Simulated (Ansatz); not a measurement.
S₂Sn

Input file:

```
crystal:
  periodic: [false, false, false]
  atoms:
    - {symbol: Sn, position_ang: [0.196731, -0.228819, 1.399466]}
    - {symbol: S, position_ang: [0.654627, 0.892037, -0.678444]}
    - {symbol: S, position_ang: [-0.851359, -0.663217, -0.721012]}
basis:
  gaussian: {orbitals: def2-TZVP, initial_orbitals: start.molden}
hamiltonian: {xc: pbe0, dispersion: d4}
output: {orbitals: {seedname: orbitals}}
```

Launched as:

```sh
ansatz run in.yaml --threads 4 --pin off --events-out ev --progress --plain --max-ram 3916MiB
```

Geometry: r2SCAN-D4/def2-TZVP; core potentials replace the inner electrons of Sn.

All numbers below come from RKS PBE0-D4/def2-TZVP in Ansatz 0.2.0.

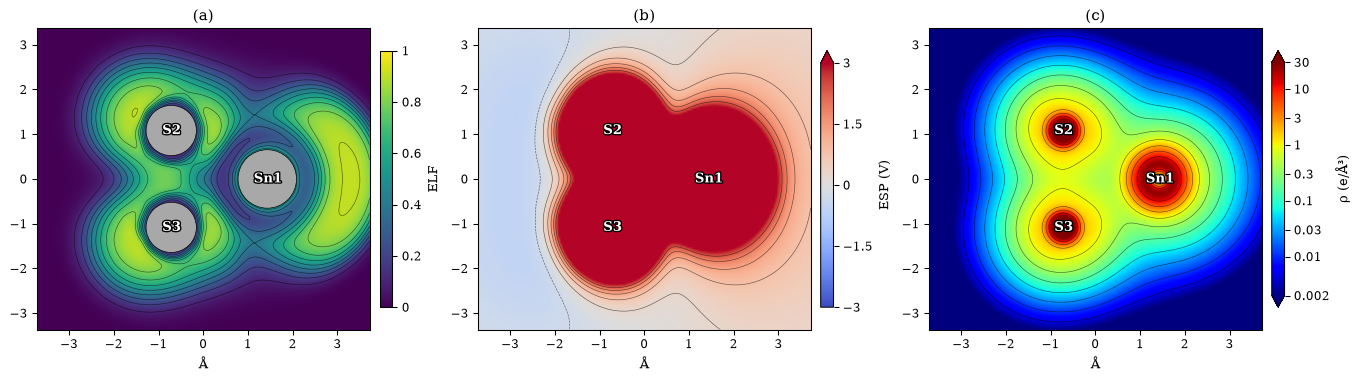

Figure 1. (a) ELF; (b) molecular electrostatic potential; (c) electron density on the molecular plane. Grey discs cover the atomic cores in the ELF map.

Q: Interpret the plot.

A:
- Atoms in the plane: Sn and S.
- S–S (2.17 Å): ρ is about 0.81 e/Å³ halfway; the ELF peaks at about 0.75 between the atoms (a covalent bond).
- Sn–S (2.40 Å): the density is about 0.55 e/Å³ at the midpoint; the ELF peaks at about 0.80 in the valence shell of S, 0.9 Å from its nucleus, and drops to about 0.20 between the two atoms.
- The ELF also peaks beside S3 and S2, away from the bonds: lone-pair regions.
- Outside the dense part of the molecule the potential is most negative (−0.6 V) near S2 and S3.

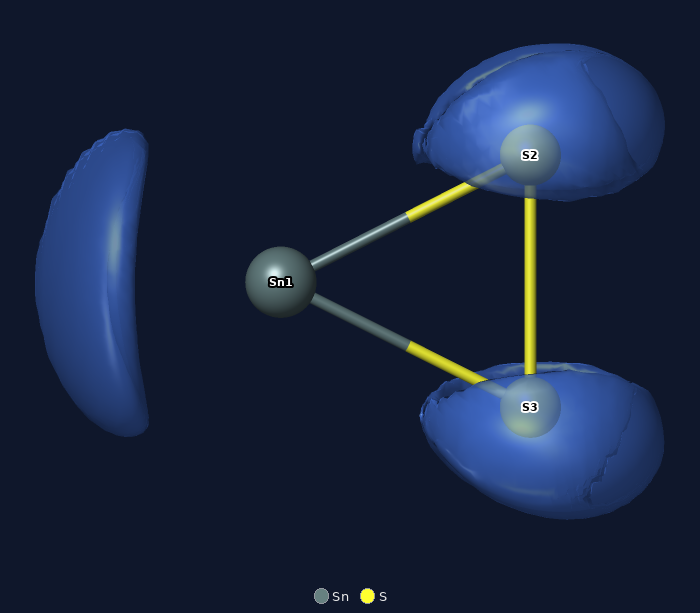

Figure 2. Isosurface of the ELF at 0.85 (blue), seen across its widest extent. Only the valence region is drawn (cores and ρ < 0.01 e/Å³ removed).

Q: Where are the electrons localised?

A: The ELF exceeds this value in one lobe on Sn, pointing away from the bonds (lone pairs) and two regions wrapped around S (the valence shell of each).

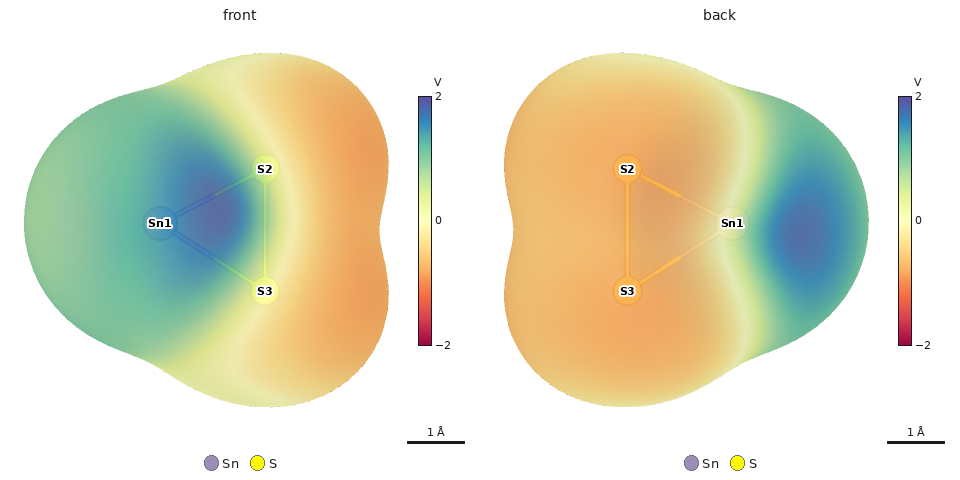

Figure 3. The molecular electrostatic potential painted on the density surface at 0.001 e/bohr³, seen from the front and from behind; red is negative and blue positive.

Q: Where is the surface potential most negative and most positive?

A: The most negative region (about −0.9 V) lies over S2 and S3, the most positive (about +1.8 V) over Sn1.

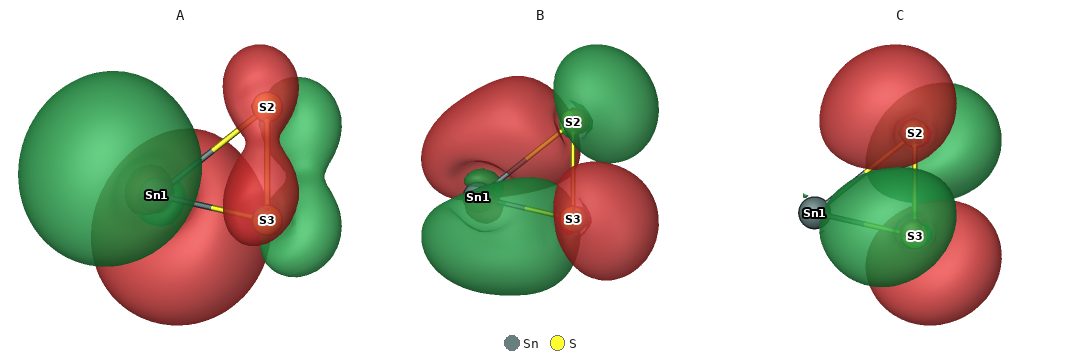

Figure 4. Three frontier orbitals at ±0.08 Å⁻³ᐟ² (green and red are the two phases), in no order.

Q: Order the three orbitals by energy and name them.

A: B is the HOMO−1 (−7.53 eV). It lies mainly on S2 (about 35 %), S3 (about 35 %) and Sn1 (about 30 %); it is symmetric in the molecular plane (an in-plane orbital: σ, lone-pair or in-plane π type). C is the HOMO (−5.97 eV). Its weight (Hirshfeld) is mainly on S2 (about 45 %) and S3 (about 45 %); it changes sign across the molecular plane (π type); π-antibonding (a node) across S2–S3. A is the LUMO (−2.88 eV). Its weight (Hirshfeld) is mainly on Sn1 (about 85 %), S2 (about 10 %) and S3 (about 10 %); it changes sign across the molecular plane (π type).

Q: What is the HOMO–LUMO gap?

A: 3.09 eV between the orbital energies.
